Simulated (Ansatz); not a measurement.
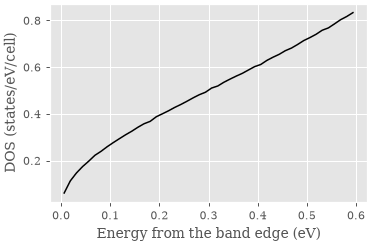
Figure. Density of states of ZnS (F-43m) below the valence band maximum, PBEsol, rigid bands (Ansatz, an electronic-structure program); cell volume 38.4 Å³.

Task: What effective density of states at 300 K does this give (∫ g(E) exp(−E/k_BT) dE, both spins, divided by the cell's size)?

Result: 8.0e19 cm⁻³, a density-of-states mass of 2.2 mₑ, valleys and band degeneracy included.

Spin-orbit coupling is left out; where it splits the top of the valence band, N_v and the p-type Seebeck coefficient come out somewhat high without it. Geometry: cell and atoms relaxed with PBEsol.
